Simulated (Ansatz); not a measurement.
# Resistivity from frozen vibrations: Pb(111) with 4 thermally displaced layers, 2x2

Aim: the resistivity of Pb at 300 K from frozen thermal displacements between perfect leads. The measured value for the pure metal at this temperature is 21.3 µΩ cm (CRC Handbook of Chemistry and Physics, 84th ed., 2003, Electrical Resistivity of Pure Metals).

Method: Ansatz plane-wave DFT, PBE, PAW files; ballistic transport by layer matching (Landauer), zero bias; PAW set soft_1, in Ansatz 0.2.0.

## Step 1: Starting point

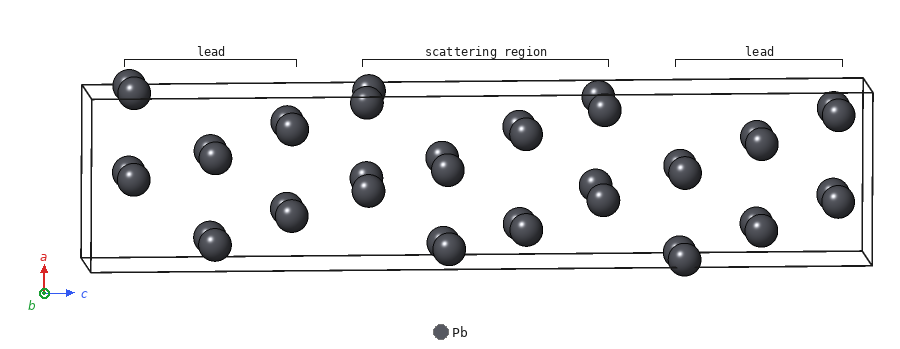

Start, viewed from the side, with the c axis across the page; lead dark grey.

The cell holds 40 atoms: 40 Pb. Cell: a = 7.001 Å, b = 7.001 Å, c = 28.655 Å, α = 93.5°, β = 86.5°, γ = 120.0°. It derives from Pb. Regions: lead, 24 atoms (24 Pb); scattering region, 16 atoms (16 Pb). The structure is stacked along c, and the current runs across the ab planes.

## Step 2: With 4 displaced layers

Each atom of 4 layers is moved at random, by amounts drawn from a normal law 0.1385 Å wide in each direction from the Debye model (105 K) at 300 K. The layers about the cell's end stay perfect and serve as the lead. Disorder leaves little or no symmetry, which makes such runs dear. Energies from -0.05 to 0.05 eV in steps of 0.05 eV are too few for the program's thermal sum, so it prints no conductance; for a metal the transmission near the Fermi level serves, at a fraction of the cost.

The input, input.yaml:

```yaml
crystal:
  lattice:
    - [7.0014885046, 0.0, 0.0]
    - [-3.5007442523, 6.0634669093, 0.0]
    - [1.7503721261, -1.0105778182, 28.583457127]
  atoms:
    - { symbol: Pb, position: [0.9916666667, 0.0083333333, 0.05] }
    - { symbol: Pb, position: [0.9916666667, 0.5083333333, 0.05] }
    - { symbol: Pb, position: [0.4916666667, 0.0083333333, 0.05] }
    - { symbol: Pb, position: [0.4916666667, 0.5083333333, 0.05] }
    - { symbol: Pb, position: [0.1416666667, 0.3583333333, 0.15] }
    - { symbol: Pb, position: [0.1416666667, 0.8583333333, 0.15] }
    - { symbol: Pb, position: [0.6416666667, 0.3583333333, 0.15] }
    - { symbol: Pb, position: [0.6416666667, 0.8583333333, 0.15] }
    - { symbol: Pb, position: [0.2916666667, 0.2083333333, 0.25] }
    - { symbol: Pb, position: [0.2916666667, 0.7083333333, 0.25] }
    - { symbol: Pb, position: [0.7916666667, 0.2083333333, 0.25] }
    - { symbol: Pb, position: [0.7916666667, 0.7083333333, 0.25] }
    - { symbol: Pb, position: [0.9568811414, 0.0903764344, 0.3559334252] }
    - { symbol: Pb, position: [0.9285968674, 0.551102406, 0.3474449736] }
    - { symbol: Pb, position: [0.4516917009, 0.0576559967, 0.3536184483] }
    - { symbol: Pb, position: [0.4230958596, 0.5940326353, 0.3495328136] }
    - { symbol: Pb, position: [0.1038701492, 0.4049082989, 0.4481633753] }
    - { symbol: Pb, position: [0.1104050151, 0.9270002113, 0.4490188004] }
    - { symbol: Pb, position: [0.5971776126, 0.4232907019, 0.4457834472] }
    - { symbol: Pb, position: [0.5667662699, 0.9168125611, 0.4467512994] }
    - { symbol: Pb, position: [0.1947670711, 0.2393642438, 0.5477346229] }
    - { symbol: Pb, position: [0.2009947661, 0.7242777164, 0.5501774998] }
    - { symbol: Pb, position: [0.7573511416, 0.252408596, 0.5463974888] }
    - { symbol: Pb, position: [0.757713689, 0.7744714694, 0.548546534] }
    - { symbol: Pb, position: [0.9145151724, 0.1319836326, 0.648997355] }
    - { symbol: Pb, position: [0.8793465523, 0.6164729314, 0.6511992887] }
    - { symbol: Pb, position: [0.3992649597, 0.0784615895, 0.6467946736] }
    - { symbol: Pb, position: [0.3551860226, 0.5688336319, 0.6506125394] }
    - { symbol: Pb, position: [0.0416666667, 0.4583333333, 0.75] }
    - { symbol: Pb, position: [0.0416666667, 0.9583333333, 0.75] }
    - { symbol: Pb, position: [0.5416666667, 0.4583333333, 0.75] }
    - { symbol: Pb, position: [0.5416666667, 0.9583333333, 0.75] }
    - { symbol: Pb, position: [0.1916666667, 0.3083333333, 0.85] }
    - { symbol: Pb, position: [0.1916666667, 0.8083333333, 0.85] }
    - { symbol: Pb, position: [0.6916666667, 0.3083333333, 0.85] }
    - { symbol: Pb, position: [0.6916666667, 0.8083333333, 0.85] }
    - { symbol: Pb, position: [0.8416666667, 0.1583333333, 0.95] }
    - { symbol: Pb, position: [0.8416666667, 0.6583333333, 0.95] }
    - { symbol: Pb, position: [0.3416666667, 0.1583333333, 0.95] }
    - { symbol: Pb, position: [0.3416666667, 0.6583333333, 0.95] }
kpoints:
  mp_grid: { grid: [4, 4, 1] }
hamiltonian:
  xc: pbe
  pseudopotentials: { kind: paw, azcp: { folder: soft_1 } }
scf:
  occupations: { method: fermi_dirac, width: 0.1 }
output:
  transmission: { leads: [[0, 4]], kmesh: [8, 8], e_range: [-0.05, 0.05], de: 0.05 }
  write_potential: true
  write_density: true
  volumetric_format: npy
```

Run with:

```console
ansatz run input.yaml --threads 4 --pin off --max-ram 15360MiB --backend cpu --events-out ev --progress --plain --runs-dir out
```

Numbers of over 12 decimals in the logs are rounded to 6 here.

The log of the run:

```text
Engine: ansatz 0.2.0, aarch64-unknown-linux-gnu
Pseudopotentials: kind: paw
Pseudopotential: Pb, paw, valence charge 14, recommended cutoff 420 eV (normal), soft_1/Pb.paw.azcp
Functional definition: PBE
  parameter kappa = 0.804
  parameter beta = 0.066725
  exchange = pbe_x(kappa = kappa, mu = beta*pi^2/3)
  correlation = pbe_c(beta = beta)
Crystal: 40 atoms, lattice volume = 1213.462 Å³
Basis set: ecut = 420 eV, 23733 PW (Γ)
Bands: 336, of which v1, the nominal top of the filled ones, is band 280 counted from 1 (279 counted from 0)
Symmetry: 1 space group operations
Space group: P1 (ITA 1), of the structure as read, at distance tolerance 1.1e-4 Å
k-points: 10 of 16 (time reversal used)
Non-local potential: Pb, projectors of the file, l = 0: 2, l = 1: 2, l = 2: 2, l = 3: 1
PAW form: soft (Blöchl's): semilocal exchange-correlation on the pseudo side does not see the compensation charge
PAW one-centre angular grid: Pb, 590 points (default); XC on 64 Gauss nodes
Initial density: superposition of atomic densities (chi_scale 0.1, normalization cell)
Initial wavefunctions: pseudopotential atomic-orbital guess
Functional: x = pbe(κ = 0.804, μ = 0.219515), c = pbe(β = 0.066725)
SCF iter   1: F=—  HF=-476352.837614 eV  |F-HF|=—  |Δ(HF+E_count)|=         —  Δρ=8.00e-3  dr2=1.36e0  ethr=3.10e-3  ⟨swp⟩=7.2  Hψ=13344  notcnv=0  defer=40
preconditioner: auto → Kerker (q_TF=auto, 2.398 Å⁻¹)  [metal: Δε(μ)=0.026 eV  Ē_g=15.689 eV  σ=0.100 eV  W_gap=0.07  n_scr=292 (ndim 8)  ℏωp=25.2 eV  f_vac=0.000  D(μ)=19.89/eV (n_scr^D=90)]
SCF iter   2: F=—  HF=-476352.560263 eV  |F-HF|=—  |Δ(HF+E_count)|=   2.77e-1  Δρ=5.00e-3  dr2=5.47e-1  ethr=2.43e-4  ⟨swp⟩=2.1  Hψ=5797  notcnv=0  defer=74
SCF iter   3: F=—  HF=-476352.427508 eV  |F-HF|=—  |Δ(HF+E_count)|=   1.33e-1  Δρ=1.24e-3  dr2=2.57e-2  ethr=9.76e-5  ⟨swp⟩=3.0  Hψ=6041  notcnv=0  defer=74
SCF iter   4: F=—  HF=-476352.427984 eV  |F-HF|=—  |Δ(HF+E_count)|=   4.75e-4  Δρ=2.04e-4  dr2=5.98e-4  ethr=4.58e-6  ⟨swp⟩=2.4  Hψ=6052  notcnv=0  defer=74
SCF iter   5: F=—  HF=-476352.428149 eV  |F-HF|=—  |Δ(HF+E_count)|=   1.65e-4  Δρ=5.37e-5  dr2=6.43e-5  ethr=1.07e-7  ⟨swp⟩=2.0  Hψ=4037  notcnv=0  defer=74
SCF iter   6: F=—  HF=-476352.429194 eV  |F-HF|=—  |Δ(HF+E_count)|=   1.04e-3  Δρ=1.38e-5  dr2=1.39e-5  ethr=1.15e-8  ⟨swp⟩=2.0  Hψ=3991  notcnv=0  defer=115
SCF iter   7: F=—  HF=-476352.429193 eV  |F-HF|=—  |Δ(HF+E_count)|=   8.65e-7  Δρ=6.35e-6  dr2=2.26e-6  ethr=2.48e-9  ⟨swp⟩=2.0  Hψ=3706  notcnv=0  defer=118
SCF iter   8: F=—  HF=-476352.429193 eV  |F-HF|=—  |Δ(HF+E_count)|=   8.25e-8  Δρ=1.97e-6  dr2=2.93e-7  ethr=4.04e-10  ⟨swp⟩=2.0  Hψ=4124  notcnv=0  defer=118
SCF iter   9: F=-476352.429193 eV  HF=-476352.429193 eV  |F-HF|=1.46e-8  |Δ(HF+E_count)|=   8.03e-9  Δρ=5.98e-7  dr2=1.97e-8  ethr=1.79e-11  ⟨swp⟩=11.7  Hψ=13243  notcnv=0
SCF 1 converged in 9 iterations: F = -476352.429193 eV  dr2 = 1.97e-8
  greatest PAW one-centre occupation: 0.978 electrons in one spin orbital (limit 2), on the Pb atom at site 18 (counted from 0), in its partial waves of l = 2
transmission: 129 of 1224 steps passed
transmission: 246 of 1224 steps passed
[...]
transmission: 1224 of 1224 steps passed
SCF converged after 9 iterations
Free energy (F): -476352.429193 eV
Harris-Foulkes:  -476352.429193 eV  (|F-HF|=1.46e-8)
Internal energy: -476351.778864 eV  (E = F + TS)
E sigma→0 (E₀):  -476352.104028 eV
Entropy (-TS):   -0.650329 eV (-16.258 meV/atom)
Fermi energy:    11.141544 eV
--- Per-component energies (eV) ---
  E_band       = -1364.283623
  E_kinetic    = 11742.599418
  E_local      = -39408.800498  (includes V_loc(G=0)·N_el)
  E_nonlocal   = 12205.867689
  E_hartree    = 15204.524051
  E_xc         = -8240.817424
  E_vxc        = -5531.099395  (∫ρ·V_xc dr)
  E_paw        = -415723.904646  (= ΣΔE_a)
  E_vpaw       = -10781.907082  (= ΣTr[D̂ρ^β])
  E_aug_tail   = -0.000275  (compensation charges beyond the density's cutoff)
  E_ewald      = -52131.247180
  E_smearing   = -0.650329  (= −TS)
  E_closure    = -0.000000  (closes the sum)
  Σ components = -476352.429193   (vs F -476352.429193, Δ=0.00e0)
--- Band table (eV; the first three rows and the last of 10) ---
  k-point 0: bands = [... 276 lower, 11.5560, 11.6213, 11.6830, 11.7452, 11.8355, 12.1016, 12.1560, 12.1903, ... 52 higher]
  k-point 1: bands = [... 276 lower, 10.7658, 10.8140, 11.0018, 11.1063, 11.5723, 11.6538, 11.7309, 11.8665, ... 52 higher]
  k-point 2: bands = [... 276 lower, 10.9557, 10.9905, 11.0597, 11.1355, 11.2032, 11.2683, 11.3353, 11.4251, ... 52 higher]
  k-point 9: bands = [... 276 lower, 10.9799, 11.0242, 11.1183, 11.1885, 11.2768, 11.3335, 11.4220, 11.4593, ... 52 higher]
--- Transmission ---
  basis      : 367 plane waves across, 36 finite elements along
  points     : 34, standing for a mesh of 8 x 8
  energies   : 3 from -0.050000 to 0.050000 eV about the Fermi level, 0.050000 eV apart; the leads are filled to 0.000000 eV, and channels, transmission and decay are at 0.000000 eV
  crystal 0  : Pb4, at the sites [0, 4], period 2.8583 Å, over 17.15 Å; its Hamiltonian steps by up to 8.3 meV
    offset         : up to 0.0000 Å between an atom of the period and one for which it stands
    channels       : 4.953125e0 a spin
    conductance    : none, the energies end too early or step too widely for 300 K: set another output.transmission.e_range or a lower de, or, where they end at an eighth of basis.ecutwfc, a higher one
  junction   : crystal 0 to crystal 0, 0.00 to 25.73 Å
    transmission   : 4.109760e0 a spin
    conductance    : none, the energies end too early or step too widely for 300 K: set another output.transmission.e_range or a lower de, or, where they end at an eighth of basis.ecutwfc, a higher one
```

Wall time 18 min (4 threads of Arm Neoverse V1, shared host); peak memory 7.6 GiB.

Reading the cycles: dr2 is the Hartree energy of the density residual (eV), the measure of convergence; HF is the Harris–Foulkes estimate of the energy, which meets the free energy F at convergence.

Numbers from this step:

* free energy: -476352.4292 eV
* energy at zero smearing: -476352.1040 eV
* Fermi energy: 11.14 eV
* cell area: 42.45 Å²
* transmission per spin nearest the Fermi level: 4.110
* open channels per spin nearest the Fermi level: 4.953
* step of the lead's potential: 8.3 meV

Per spin. Transmission, zone mean against energy, zero at the Fermi level:

```
energy (eV)  transmission, zone mean
    -0.0500                     4.12
     0.0000                     4.11
     0.0500                     4.36
```

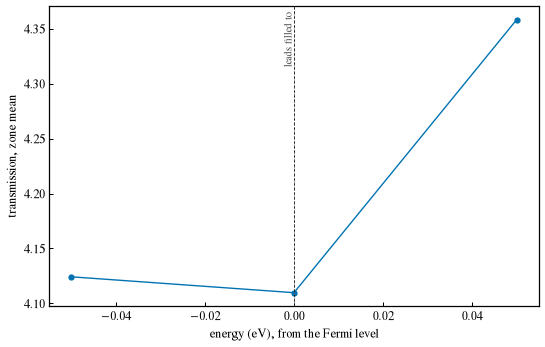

Transmission, zone mean, plotted against energy.

Per spin. Open channels, zone mean, lead against energy, zero at the Fermi level:

```
energy (eV)  open channels, zone mean, lead
    -0.0500                            4.89
     0.0000                            4.95
     0.0500                            5.17
```

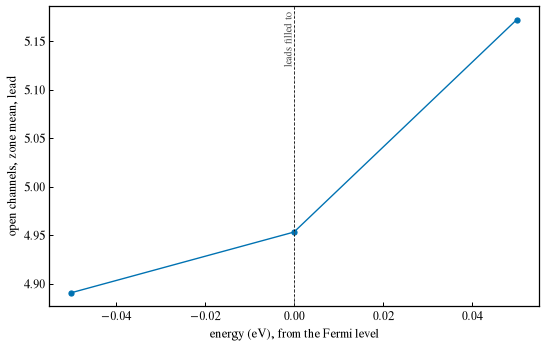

Open channels, zone mean, lead, plotted against energy.

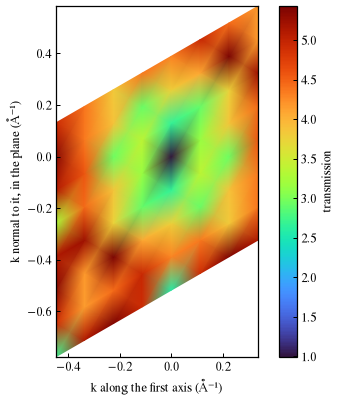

Transmission over k1 and k2. At 0.0000 eV from the Fermi level.

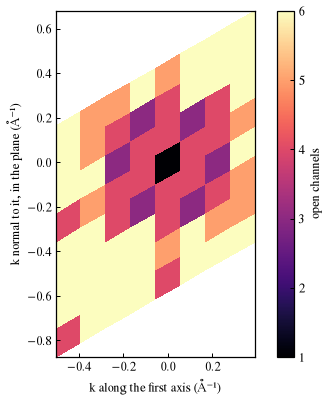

Open channels over k1 and k2. At 0.0000 eV from the Fermi level.

Over the solved energies the transmission per spin lies between 4.11 and 4.36, out of 5.01 channels of the lead on average (up to 5.17).

## Step 3: With 8 displaced layers

System of this step: Pb(111) with 8 thermally displaced layers, 2x2. The cell holds 56 atoms: 56 Pb. Its edges and angles: a = 7.001 Å, b = 7.001 Å, c = 40.068 Å, α = 87.5°, β = 92.5°, γ = 120.0°. It derives from Pb. Regions: lead, 24 atoms (24 Pb); scattering region, 32 atoms (32 Pb). The structure is stacked along c, and the current runs across the ab planes.

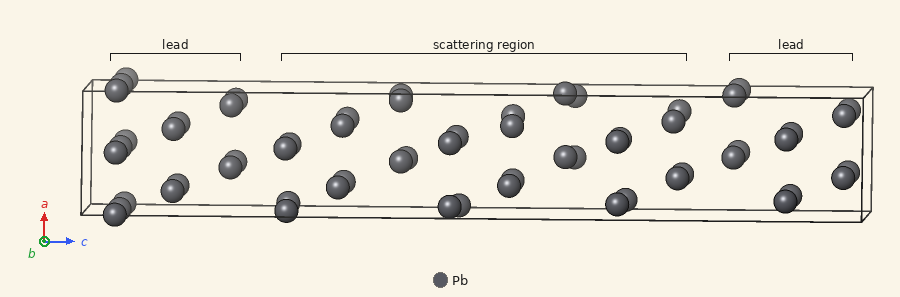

The cell of this step (lead dark grey). Some periodic images of atoms are drawn too.

The input, input.yaml:

```yaml
crystal:
  lattice:
    - [7.0014885046, 0.0, 0.0]
    - [-3.5007442523, 6.0634669093, 0.0]
    - [-1.7503721261, 1.0105778182, 40.0168399779]
  atoms:
    - { symbol: Pb, position: [0.005952381, 0.994047619, 0.0357142857] }
    - { symbol: Pb, position: [0.005952381, 0.494047619, 0.0357142857] }
    - { symbol: Pb, position: [0.505952381, 0.994047619, 0.0357142857] }
    - { symbol: Pb, position: [0.505952381, 0.494047619, 0.0357142857] }
    - { symbol: Pb, position: [0.1845238095, 0.3154761905, 0.1071428571] }
    - { symbol: Pb, position: [0.1845238095, 0.8154761905, 0.1071428571] }
    - { symbol: Pb, position: [0.6845238095, 0.3154761905, 0.1071428571] }
    - { symbol: Pb, position: [0.6845238095, 0.8154761905, 0.1071428571] }
    - { symbol: Pb, position: [0.3630952381, 0.1369047619, 0.1785714286] }
    - { symbol: Pb, position: [0.3630952381, 0.6369047619, 0.1785714286] }
    - { symbol: Pb, position: [0.8630952381, 0.1369047619, 0.1785714286] }
    - { symbol: Pb, position: [0.8630952381, 0.6369047619, 0.1785714286] }
    - { symbol: Pb, position: [0.0444686798, 0.9406615186, 0.254795047] }
    - { symbol: Pb, position: [0.0653188334, 0.4724298024, 0.2513901118] }
    - { symbol: Pb, position: [0.5457124156, 0.927559216, 0.2521245104] }
    - { symbol: Pb, position: [0.5336030572, 0.4177616589, 0.2512009015] }
    - { symbol: Pb, position: [0.2239562035, 0.2978637124, 0.3199091919] }
    - { symbol: Pb, position: [0.2232869906, 0.7880974045, 0.3183962582] }
    - { symbol: Pb, position: [0.7311628747, 0.2770806934, 0.323132813] }
    - { symbol: Pb, position: [0.7226694484, 0.8042197499, 0.3235228796] }
    - { symbol: Pb, position: [0.4032314121, 0.1148966789, 0.3972165395] }
    - { symbol: Pb, position: [0.4167767474, 0.5647434642, 0.3959132303] }
    - { symbol: Pb, position: [0.9063554646, 0.09962746, 0.3893735677] }
    - { symbol: Pb, position: [0.9095938583, 0.5720476549, 0.3948190639] }
    - { symbol: Pb, position: [0.0846886395, 0.8862599458, 0.463238848] }
    - { symbol: Pb, position: [0.0551469472, 0.4273193874, 0.4695262262] }
    - { symbol: Pb, position: [0.5967677143, 0.8823417034, 0.4622960969] }
    - { symbol: Pb, position: [0.609573951, 0.4584461544, 0.4657433184] }
    - { symbol: Pb, position: [0.2445780279, 0.2508431554, 0.5356567748] }
    - { symbol: Pb, position: [0.2437590526, 0.7270502627, 0.5370544024] }
    - { symbol: Pb, position: [0.760852114, 0.2420518872, 0.5349471321] }
    - { symbol: Pb, position: [0.7256828312, 0.7322484161, 0.5398892181] }
    - { symbol: Pb, position: [0.4150844482, 0.0318264417, 0.6117607112] }
    - { symbol: Pb, position: [0.4691201658, 0.613585066, 0.6073591812] }
    - { symbol: Pb, position: [0.9096310504, 0.0316510539, 0.6117240145] }
    - { symbol: Pb, position: [0.9755972607, 0.5471007168, 0.6049036032] }
    - { symbol: Pb, position: [0.1152490934, 0.8680972054, 0.6776351584] }
    - { symbol: Pb, position: [0.1089994213, 0.3906573203, 0.6823600599] }
    - { symbol: Pb, position: [0.6237826594, 0.9081331933, 0.6771183984] }
    - { symbol: Pb, position: [0.5943257106, 0.3389077819, 0.6735538673] }
    - { symbol: Pb, position: [0.3010041044, 0.1945209117, 0.752006802] }
    - { symbol: Pb, position: [0.3179608861, 0.7380635714, 0.7528094472] }
    - { symbol: Pb, position: [0.8101032739, 0.2061856975, 0.7475835764] }
    - { symbol: Pb, position: [0.7709728992, 0.6978389154, 0.7460902139] }
    - { symbol: Pb, position: [0.4702380952, 0.0297619048, 0.8214285714] }
    - { symbol: Pb, position: [0.4702380952, 0.5297619048, 0.8214285714] }
    - { symbol: Pb, position: [0.9702380952, 0.0297619048, 0.8214285714] }
    - { symbol: Pb, position: [0.9702380952, 0.5297619048, 0.8214285714] }
    - { symbol: Pb, position: [0.1488095238, 0.8511904762, 0.8928571429] }
    - { symbol: Pb, position: [0.1488095238, 0.3511904762, 0.8928571429] }
    - { symbol: Pb, position: [0.6488095238, 0.8511904762, 0.8928571429] }
    - { symbol: Pb, position: [0.6488095238, 0.3511904762, 0.8928571429] }
    - { symbol: Pb, position: [0.3273809524, 0.1726190476, 0.9642857143] }
    - { symbol: Pb, position: [0.3273809524, 0.6726190476, 0.9642857143] }
    - { symbol: Pb, position: [0.8273809524, 0.1726190476, 0.9642857143] }
    - { symbol: Pb, position: [0.8273809524, 0.6726190476, 0.9642857143] }
kpoints:
  mp_grid: { grid: [4, 4, 1] }
hamiltonian:
  xc: pbe
  pseudopotentials: { kind: paw, azcp: { folder: soft_1 } }
scf:
  occupations: { method: fermi_dirac, width: 0.1 }
output:
  transmission: { leads: [[0, 4]], kmesh: [8, 8], e_range: [-0.05, 0.05], de: 0.05 }
  write_potential: true
  write_density: true
  volumetric_format: npy
```

The log of the run:

```text
[...]
Crystal: 56 atoms, lattice volume = 1698.847 Å³
Basis set: ecut = 420 eV, 33213 PW (Γ)
Bands: 471, of which v1, the nominal top of the filled ones, is band 392 counted from 1 (391 counted from 0)
Symmetry: 1 space group operations
[...]
k-points: 10 of 16 (time reversal used)
[...]
SCF iter   1: F=—  HF=-666893.018151 eV  |F-HF|=—  |Δ(HF+E_count)|=         —  Δρ=8.25e-3  dr2=2.55e0  ethr=3.10e-3  ⟨swp⟩=7.1  Hψ=18652  notcnv=0  defer=106
[...]
SCF iter   9: F=-666892.427388 eV  HF=-666892.427388 eV  |F-HF|=4.48e-8  |Δ(HF+E_count)|=   1.47e-8  Δρ=9.36e-7  dr2=5.68e-8  ethr=1.28e-11  ⟨swp⟩=11.0  Hψ=22217  notcnv=0
SCF 1 converged in 9 iterations: F = -666892.427388 eV  dr2 = 5.68e-8
[...]
transmission: 171 of 1700 steps passed
transmission: 348 of 1700 steps passed
[...]
transmission: 1700 of 1700 steps passed
SCF converged after 9 iterations
Free energy (F): -666892.427388 eV
[...]
Internal energy: -666891.485249 eV  (E = F + TS)
E sigma→0 (E₀):  -666891.956318 eV
Entropy (-TS):   -0.942139 eV (-16.824 meV/atom)
Fermi energy:    11.172852 eV
[...]
--- Band table (eV; the first three rows and the last of 10) ---
  k-point 0: bands = [... 388 lower, 11.6125, 11.6294, 11.7271, 11.7626, 11.9006, 12.0241, 12.0550, 12.1218, ... 75 higher]
  k-point 1: bands = [... 388 lower, 10.9625, 11.0605, 11.1434, 11.2209, 11.3954, 11.6164, 11.7095, 11.7693, ... 75 higher]
  k-point 2: bands = [... 388 lower, 11.0260, 11.0594, 11.0740, 11.1805, 11.2529, 11.3014, 11.3527, 11.3781, ... 75 higher]
  k-point 9: bands = [... 388 lower, 11.0897, 11.1039, 11.1652, 11.2009, 11.2173, 11.2745, 11.3166, 11.3727, ... 75 higher]
--- Transmission ---
  basis      : 367 plane waves across, 50 finite elements along
  points     : 34, standing for a mesh of 8 x 8
[...]
channels       : 5.171875e0 a spin
[...]
junction   : crystal 0 to crystal 0, 2.86 to 40.02 Å
    transmission   : 3.689441e0 a spin
[...]
```

The job ended after 28 min (4 threads; peak memory 9 GiB).

Numbers from this step:

- free energy: -666892.4274 eV
- energy at zero smearing: -666891.9563 eV
- Fermi energy: 11.17 eV
- transmission per spin nearest the Fermi level: 3.689
- open channels per spin nearest the Fermi level: 5.172
- step of the lead's potential: 12.3 meV

Per spin. The transmission, zone mean by energy, zero at the Fermi level:

```
energy (eV)  transmission, zone mean
    -0.0500                     3.57
     0.0000                     3.69
     0.0500                     3.73
```

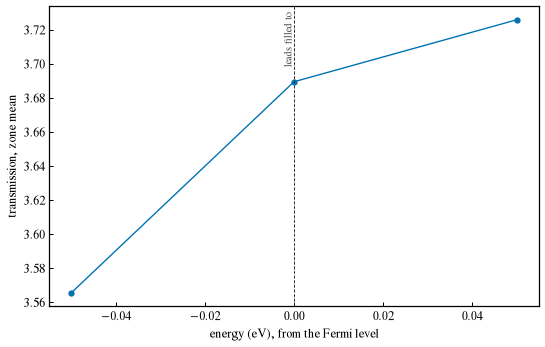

Transmission, zone mean, plotted against energy.

Over the solved energies the transmission per spin lies between 3.57 and 3.73, out of 5.08 channels of the lead on average (up to 5.17).

[end of part 1 of 2]

[Logs are printed without paths, hosts, clocks, repeated set-up lines and the standing remarks that a program may print on its own settings, such as how far it seeks lower states.]

[Hosts, paths, dates, database ids (printed as entryN), source tags and the programs' standing remarks are cut or masked in the printed files.]
